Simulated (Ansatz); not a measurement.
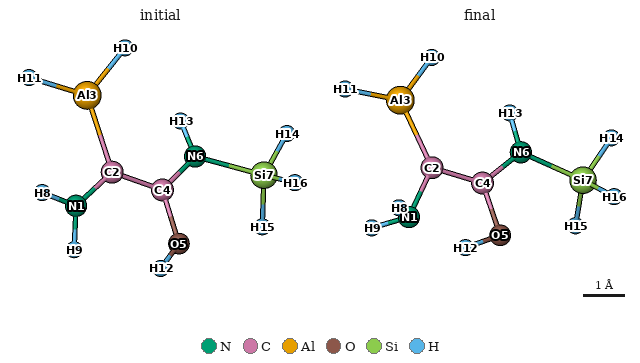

The structure of C₂H₉AlN₂OSi before (left) and after (right) a relaxation, at one scale.

The picture is a ball-and-stick view, seen at a tilt.

The run prepares the start of a later molecular dynamics calculation, from a guessed geometry.

The calculation used Ansatz, UKS BHLYP-D4/STO-3G. (collinear spin; force threshold 0.02 eV/Å; at most 40 steps)

Question: Summarise the run.

Answer: The largest move after the best rigid fit is that of H8, 1.11 Å. Largest moves by element: H 1.11 Å, N 0.42 Å, Al 0.26 Å, O 0.21 Å, C 0.18 Å, Si 0.14 Å. Some distances before and after: Al3–H10 1.633 → 1.488 Å, C2–Al3 1.986 → 1.845 Å, N1–C2 1.369 → 1.505 Å, Al3–H11 1.602 → 1.486 Å. Among the angles between lasting bonds that change: C4–O5–H12 126.3° → 95.6°, N1–C2–C4 123.8° → 105.7°, N1–C2–Al3 113.3° → 128.2°. Over 14 accepted moves (15 points after the start) the energy falls by 2.807 eV. Largest force component: 9.4 eV/Å at the start, 0.015 eV/Å at the end. The line search rejected the trial step at point 9 of the run.

Limits of the set-up: STO-3G is a minimal basis, so the numbers are rough.
